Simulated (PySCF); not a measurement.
## Geometry relaxation, with input and output: C3H10Si2

C3H10Si2, computed with PBE0-D3(BJ)/def2-SVP geometry optimisation, gas phase (PySCF 2.14.0).

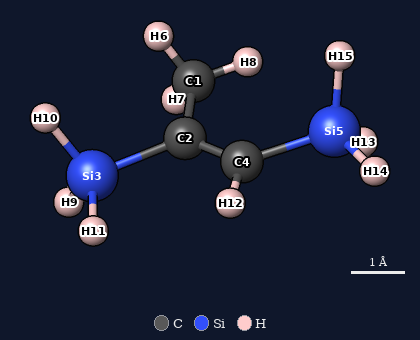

Fig. 1: The input geometry (ball-and-stick view, seen at a tilt; atoms are numbered from 1 in the order of the input). Bond lengths as drawn: C–C 1.37 to 1.48 Å, C–H 1.09 to 1.11 Å, C–Si 1.85 to 1.91 Å and H–Si 1.44 to 1.48 Å.

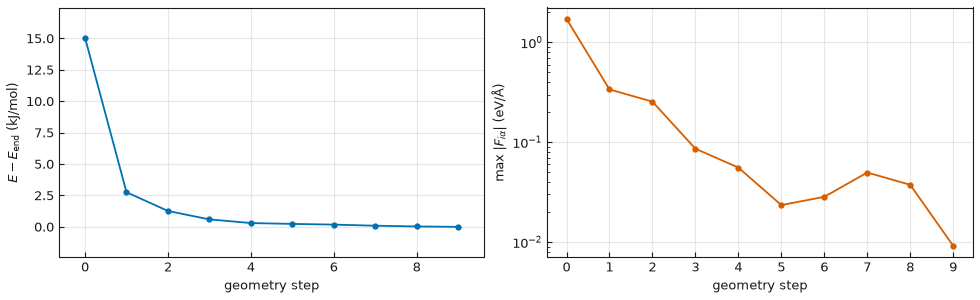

Fig. 2: Progress of the relaxation, step by step (steps are counted from 0).

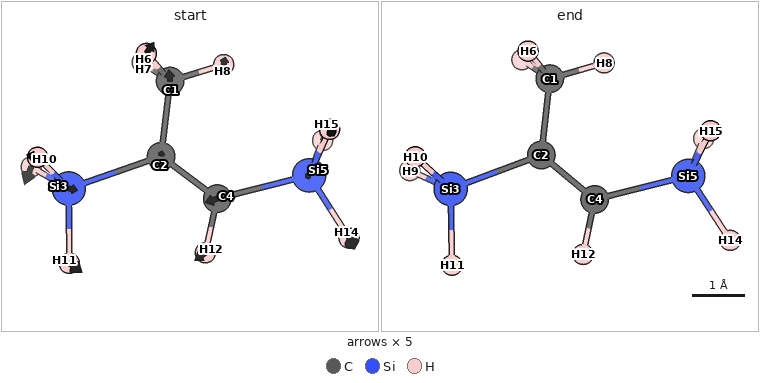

Fig. 3: Before (left) and after (right) the relaxation, at one scale (ball-and-stick view, seen on its broad side). The black arrows give the displacements, magnified 5 times. The largest move after the best rigid fit is that of H9, 0.085 Å. By element the largest moves are H 0.085 Å, C 0.055 Å, Si 0.040 Å. Among the contacts that change: Si3–H9 1.442 → 1.497 Å, Si5–H14 1.446 → 1.494 Å, C4–Si5 1.846 → 1.880 Å, Si3–H11 1.460 → 1.493 Å. Among the angles that change: Si3–C2–C4 123.6° → 119.5°, C2–C4–H12 114.6° → 117.9°, C1–C2–C4 120.1° → 123.4°. Over 9 geometry steps the energy falls by 15.1 kJ/mol. The largest force component goes from 1.7 to 0.0092 eV/Å. (Atoms are counted from 1 in the order of the input.)

The input that produced these results follows, with the program's output.

**The input**
```
{"job": {"xc": "PBE0", "basis": "def2-SVP", "d3": "d3bj", "grid": 1, "shake": 0.01, "kind": "geom"}, "charge": 0, "multiplicity": 1}
C     -0.491600     1.348060     0.342520
C     -0.467700    -0.076280    -0.052050
Si    -2.159780    -0.888380    -0.380480
C      0.722150    -0.736670    -0.164390
Si     2.428860    -0.091580     0.113880
H     -1.100150     1.499410     1.248200
H     -0.995050     1.951010    -0.442340
H      0.498020     1.788180     0.498180
H     -2.830870    -0.155720    -1.424890
H     -2.954670    -0.813930     0.857140
H     -1.954710    -2.286530    -0.749000
H      0.633230    -1.782430    -0.441330
H      2.709420     1.022310    -0.810770
H      3.356320    -1.179550    -0.103680
H      2.591190     0.384710     1.501780
```

The first line tells a small driver script what to run in PySCF; the rest is the geometry in Å.

Launched with:
```bash
OMP_NUM_THREADS=1 python <driver script> task.json out
```

**The program's output**
```
step   0  E = -698.62603685  max force = 0.033507
step   1  E = -698.63072009  max force = 0.006581
step   2  E = -698.63128970  max force = 0.004961
step   3  E = -698.63154485  max force = 0.001678
step   4  E = -698.63165597  max force = 0.001085
step   5  E = -698.63168192  max force = 0.000457
step   6  E = -698.63170338  max force = 0.000553
step   7  E = -698.63173672  max force = 0.000969
step   8  E = -698.63175950  max force = 0.000729
step   9  E = -698.63177068  max force = 0.000180
optimisation converged
```

**Trajectory as extended XYZ (Å, eV, eV/Å), 10 frames, from step=0 to step=9**
```
15
Properties=species:S:1:pos:R:3:forces:R:3 step=0 energy=-19010.58277
C    -0.4916    1.3481    0.3425   -0.6927   0.7972  -0.2387
C    -0.4677   -0.0763   -0.0520    0.9566  -0.6470  -0.0889
Si   -2.1598   -0.8884   -0.3805    1.2664   0.0816   0.7255
C     0.7221   -0.7367   -0.1644   -1.7230  -0.0109  -0.0429
Si    2.4289   -0.0916    0.1139   -0.4089   0.4413   0.1803
H    -1.1001    1.4994    1.2482    0.0564   0.0458   0.1310
H    -0.9950    1.9510   -0.4423    0.0968  -0.0240   0.1311
H     0.4980    1.7882    0.4982    0.2064   0.0370   0.1176
H    -2.8309   -0.1557   -1.4249   -0.5709   0.4967  -0.7810
H    -2.9547   -0.8139    0.8571   -0.3263   0.0323   0.3280
H    -1.9547   -2.2865   -0.7490    0.0176  -0.6037  -0.2161
H     0.6332   -1.7824   -0.4413    0.1407  -0.5123  -0.1770
H     2.7094    1.0223   -0.8108    0.2073   0.3245  -0.2271
H     3.3563   -1.1796   -0.1037    0.6674  -0.6571  -0.1959
H     2.5912    0.3847    1.5018    0.1062   0.1985   0.3540
15
Properties=species:S:1:pos:R:3:forces:R:3 step=1 energy=-19010.71021
C    -0.4499    1.4232    0.2340   -0.0052  -0.0115  -0.0496
C    -0.4439   -0.0349   -0.1264   -0.3087  -0.0199   0.1822
Si   -2.0918   -0.7653   -0.6950   -0.0483   0.0076   0.0597
C     0.6219   -0.8418    0.0406    0.1827   0.0718  -0.3384
Si    2.3480   -0.2519    0.4901    0.1332  -0.0466   0.0044
H    -1.1462    1.6136    1.0715    0.0551  -0.0230  -0.0517
H    -0.8015    2.0389   -0.6082   -0.0230   0.0398  -0.0395
H     0.5420    1.7973    0.5285    0.0316   0.0077   0.0406
H    -2.7199    0.0256   -1.8067    0.1284  -0.0182   0.0471
H    -3.0494   -0.7199    0.4547   -0.0484  -0.0203  -0.0031
H    -1.9106   -2.1824   -1.1298    0.0230   0.0109  -0.0002
H     0.5221   -1.8993   -0.2401   -0.0248  -0.0008   0.0619
H     2.7683    0.8774   -0.3987   -0.0124   0.0046   0.0035
H     3.3147   -1.3772    0.2817   -0.0595   0.0317   0.0580
H     2.4629    0.2329    1.9010   -0.0237  -0.0335   0.0251
15
Properties=species:S:1:pos:R:3:forces:R:3 step=2 energy=-19010.72571
C    -0.4739    1.4574    0.2079   -0.0108   0.0067  -0.0115
C    -0.4604   -0.0048   -0.1341    0.0677   0.0521   0.1700
Si   -2.0936   -0.7845   -0.6658   -0.0211   0.0292   0.0247
C     0.6316   -0.7867   -0.0037   -0.0117  -0.0971  -0.2551
Si    2.3704   -0.2758    0.4985   -0.0256   0.1102  -0.0327
H    -1.1457    1.6454    1.0625   -0.0113   0.0235   0.0037
H    -0.8588    2.0625   -0.6301   -0.0007  -0.0133   0.0028
H     0.5218    1.8461    0.4738    0.0072  -0.0256   0.0018
H    -2.7216   -0.0109   -1.7828    0.0228   0.0050  -0.0128
H    -3.0577   -0.7599    0.4813   -0.0019  -0.0073  -0.0191
H    -1.8710   -2.1964   -1.0969    0.0103   0.0005   0.0097
H     0.5196   -1.8404   -0.2924    0.0254  -0.0638   0.0803
H     2.8503    0.8744   -0.3311    0.0114   0.0054   0.0127
H     3.2946   -1.4288    0.2757   -0.0336  -0.0080   0.0194
H     2.4612    0.1386    1.9341   -0.0280  -0.0175   0.0062
15
Properties=species:S:1:pos:R:3:forces:R:3 step=3 energy=-19010.73265
C    -0.4386    1.4385    0.2008   -0.0091   0.0005   0.0082
C    -0.4582   -0.0241   -0.1368    0.0784  -0.0863   0.0509
Si   -2.1038   -0.7839   -0.6471   -0.0086   0.0070  -0.0116
C     0.6331   -0.8148   -0.0502   -0.0019   0.0834  -0.0406
Si    2.3412   -0.2487    0.4933    0.0028  -0.0099  -0.0332
H    -1.0850    1.6429    1.0699   -0.0333   0.0253   0.0307
H    -0.8320    2.0490   -0.6303    0.0240  -0.0321   0.0196
H     0.5719    1.8055    0.4438   -0.0372   0.0076  -0.0171
H    -2.7034    0.0046   -1.7654   -0.0501   0.0145  -0.0471
H    -3.0744   -0.7549    0.4946    0.0186   0.0066  -0.0196
H    -1.8913   -2.1950   -1.0847   -0.0076  -0.0109   0.0128
H     0.5330   -1.8753   -0.3210   -0.0300   0.0227   0.0415
H     2.8129    0.9258   -0.3064    0.0188  -0.0134   0.0120
H     3.2962   -1.3774    0.2985    0.0493  -0.0247  -0.0019
H     2.3651    0.1439    1.9380   -0.0140   0.0098  -0.0047
15
Properties=species:S:1:pos:R:3:forces:R:3 step=4 energy=-19010.73568
C    -0.4588    1.4390    0.2127    0.0376   0.0016  -0.0061
C    -0.4554   -0.0233   -0.1278   -0.0027  -0.0367   0.0558
Si   -2.0998   -0.7787   -0.6549    0.0097  -0.0280  -0.0079
C     0.6398   -0.8077   -0.0419   -0.0214   0.0447  -0.0159
Si    2.3587   -0.2545    0.4829   -0.0175  -0.0010   0.0125
H    -1.1181    1.6381    1.0748   -0.0050  -0.0089  -0.0015
H    -0.8508    2.0415   -0.6235    0.0072   0.0028  -0.0022
H     0.5433    1.8208    0.4638   -0.0002   0.0095   0.0012
H    -2.6959    0.0094   -1.7787   -0.0071   0.0005  -0.0113
H    -3.0772   -0.7490    0.4794   -0.0024   0.0104  -0.0031
H    -1.8874   -2.1911   -1.0888   -0.0103  -0.0095   0.0053
H     0.5320   -1.8717   -0.2938   -0.0042   0.0142  -0.0242
H     2.8458    0.9028   -0.3317    0.0017  -0.0062  -0.0003
H     3.3024   -1.3975    0.3028    0.0137  -0.0040  -0.0038
H     2.3882    0.1580    1.9217    0.0011   0.0107   0.0013
15
Properties=species:S:1:pos:R:3:forces:R:3 step=5 energy=-19010.73638
C    -0.4562    1.4395    0.2158   -0.0150  -0.0024   0.0110
C    -0.4577   -0.0228   -0.1249   -0.0196   0.0084   0.0221
Si   -2.1003   -0.7830   -0.6566    0.0084   0.0079  -0.0025
C     0.6384   -0.8044   -0.0431    0.0235  -0.0174  -0.0187
Si    2.3575   -0.2529    0.4832   -0.0063  -0.0064   0.0113
H    -1.1167    1.6400    1.0771    0.0009  -0.0010  -0.0086
H    -0.8451    2.0430   -0.6209    0.0000   0.0066  -0.0065
H     0.5461    1.8197    0.4679    0.0025  -0.0034   0.0026
H    -2.6942   -0.0024   -1.7883    0.0065  -0.0080   0.0003
H    -3.0820   -0.7443    0.4732   -0.0062   0.0076   0.0010
H    -1.8892   -2.1993   -1.0795    0.0007   0.0007   0.0066
H     0.5307   -1.8666   -0.3014    0.0059  -0.0024  -0.0134
H     2.8452    0.9056   -0.3287    0.0021  -0.0008  -0.0049
H     3.3040   -1.3944    0.3006   -0.0035   0.0047   0.0008
H     2.3864    0.1585    1.9226    0.0002   0.0058  -0.0012
15
Properties=species:S:1:pos:R:3:forces:R:3 step=6 energy=-19010.73697
C    -0.4579    1.4367    0.2200   -0.0200  -0.0062   0.0284
C    -0.4578   -0.0256   -0.1212   -0.0179   0.0191  -0.0204
Si   -2.0998   -0.7846   -0.6568    0.0024   0.0089   0.0006
C     0.6411   -0.8042   -0.0485    0.0205  -0.0193  -0.0064
Si    2.3576   -0.2500    0.4830    0.0047  -0.0052   0.0039
H    -1.1217    1.6365    1.0788    0.0016   0.0046  -0.0070
H    -0.8439    2.0405   -0.6180   -0.0005  -0.0005  -0.0052
H     0.5433    1.8177    0.4752    0.0028  -0.0050   0.0043
H    -2.6829   -0.0148   -1.8018    0.0114  -0.0095   0.0041
H    -3.0900   -0.7276    0.4649   -0.0031   0.0062   0.0010
H    -1.8935   -2.2070   -1.0614    0.0039   0.0022   0.0046
H     0.5363   -1.8646   -0.3150    0.0043  -0.0055  -0.0024
H     2.8459    0.9101   -0.3262    0.0015   0.0024  -0.0064
H     3.3090   -1.3881    0.3014   -0.0109   0.0060   0.0045
H     2.3810    0.1613    1.9226   -0.0005   0.0018  -0.0037
15
Properties=species:S:1:pos:R:3:forces:R:3 step=7 energy=-19010.73787
C    -0.4634    1.4298    0.2368   -0.0237  -0.0063   0.0208
C    -0.4593   -0.0303   -0.1140    0.0046   0.0240  -0.0498
Si   -2.0966   -0.7895   -0.6618   -0.0145   0.0105   0.0164
C     0.6449   -0.8028   -0.0566    0.0064  -0.0232   0.0164
Si    2.3579   -0.2412    0.4777    0.0161   0.0035  -0.0057
H    -1.1381    1.6259    1.0875    0.0003   0.0055  -0.0021
H    -0.8379    2.0379   -0.6037   -0.0004  -0.0026  -0.0001
H     0.5349    1.8093    0.5059   -0.0008  -0.0064   0.0047
H    -2.6505   -0.0454   -1.8377    0.0109  -0.0067   0.0016
H    -3.1083   -0.6922    0.4382    0.0009   0.0008  -0.0017
H    -1.8968   -2.2239   -1.0246    0.0077   0.0039   0.0011
H     0.5449   -1.8613   -0.3329    0.0072  -0.0040  -0.0027
H     2.8485    0.9125   -0.3397   -0.0032   0.0021  -0.0051
H     3.3141   -1.3770    0.3089   -0.0129   0.0008   0.0087
H     2.3729    0.1844    1.9131    0.0013  -0.0019  -0.0025
15
Properties=species:S:1:pos:R:3:forces:R:3 step=8 energy=-19010.73849
C    -0.4718    1.4237    0.2522   -0.0083  -0.0043   0.0097
C    -0.4596   -0.0335   -0.1104    0.0118   0.0143  -0.0375
Si   -2.0929   -0.7935   -0.6669   -0.0159   0.0031   0.0150
C     0.6487   -0.8011   -0.0605   -0.0094  -0.0099   0.0156
Si    2.3598   -0.2328    0.4725    0.0149   0.0093  -0.0105
H    -1.1590    1.6128    1.0942   -0.0010   0.0034   0.0010
H    -0.8349    2.0374   -0.5894    0.0000  -0.0034   0.0016
H     0.5221    1.8025    0.5383   -0.0012  -0.0026   0.0040
H    -2.6210   -0.0734   -1.8690    0.0059  -0.0028  -0.0011
H    -3.1221   -0.6628    0.4133    0.0035  -0.0024  -0.0018
H    -1.8965   -2.2368   -0.9939    0.0052   0.0009  -0.0018
H     0.5541   -1.8577   -0.3457    0.0055  -0.0013  -0.0009
H     2.8517    0.9106   -0.3590   -0.0039   0.0009  -0.0019
H     3.3162   -1.3703    0.3191   -0.0080  -0.0027   0.0093
H     2.3720    0.2110    1.9023    0.0009  -0.0026  -0.0008
15
Properties=species:S:1:pos:R:3:forces:R:3 step=9 energy=-19010.73880
C    -0.4775    1.4203    0.2620   -0.0001  -0.0007  -0.0033
C    -0.4599   -0.0343   -0.1100    0.0082   0.0015  -0.0069
Si   -2.0903   -0.7972   -0.6707   -0.0064   0.0006   0.0066
C     0.6505   -0.7992   -0.0613   -0.0092  -0.0010   0.0072
Si    2.3611   -0.2260    0.4685    0.0057   0.0051  -0.0058
H    -1.1732    1.6036    1.0982   -0.0015   0.0005   0.0011
H    -0.8329    2.0390   -0.5794    0.0001  -0.0010   0.0012
H     0.5130    1.7981    0.5606   -0.0015  -0.0003   0.0016
H    -2.6048   -0.0909   -1.8866    0.0001  -0.0003  -0.0015
H    -3.1284   -0.6515    0.3987    0.0022  -0.0030  -0.0003
H    -1.8924   -2.2443   -0.9798    0.0018  -0.0004  -0.0020
H     0.5597   -1.8552   -0.3500    0.0033   0.0018  -0.0036
H     2.8541    0.9073   -0.3763   -0.0019  -0.0006  -0.0002
H     3.3150   -1.3672    0.3302   -0.0013  -0.0022   0.0056
H     2.3726    0.2337    1.8931    0.0004   0.0001   0.0004
```

**Summary**

| quantity | value |
| --- | --- |
| outcome | converged |
| total energy | −698.631771 hartree |
| dipole moment | 0.60 D |
| point group | C1 |
| hardware | 1 CPU thread, shared host |
| wall time | 1.8 min |
| peak memory | 0.5 GiB |
